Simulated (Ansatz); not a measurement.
# What Os → Pt does to Os

The reference is Os in the hcp (Mg type) structure (space group P6_3/mmc, No. 194; a = 2.729 Å, c = 4.306 Å).

Modification: Pt takes the place of Os on all its sites; the structure is relaxed again.

Level of theory: PBEsol (Ansatz, an electronic-structure program; PAW; 420 eV plane waves; no spin-orbit coupling). Γ-centred 19×19×10 mesh, Fermi–Dirac width 0.05 eV, for the changed cell.

```csv
quantity,base,changed,shift
lattice parameter a,2.729 Å,2.729 Å,0.000 Å
c/a ratio,1.578,1.720,+0.142
space group,P6_3/mmc (No. 194),P6_3/mmc (No. 194),–
band gap,zero,zero,–
```

Final structure:

```
CELL_PARAMETERS angstrom
      2.72901     0.00000     0.00000
     -1.36451     2.36340     0.00000
      0.00000     0.00000     4.69362
ATOMIC_POSITIONS crystal
  Pt 0.33333 0.66667 0.75000
  Pt 0.66667 0.33333 0.25000
```

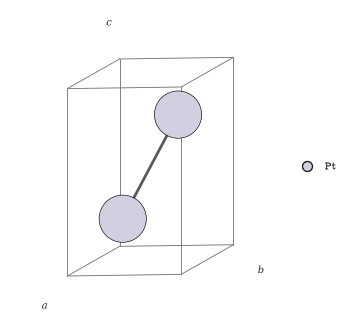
Figure: The relaxed conventional cell after the change

Cost of the whole job for the changed cell (relaxation, final SCF and bands): about 100 core-seconds (a rough figure).

No phonon test of stability was made. For Pt in this form, whether it has been made was not checked. The final runs are not spin-polarised. Pt lies near a magnetic instability that expansion can trigger; it was not tested. Pt has a high density of states at the Fermi level and may be magnetic at this level. This is not the structure that Pt has at room temperature and ambient pressure.
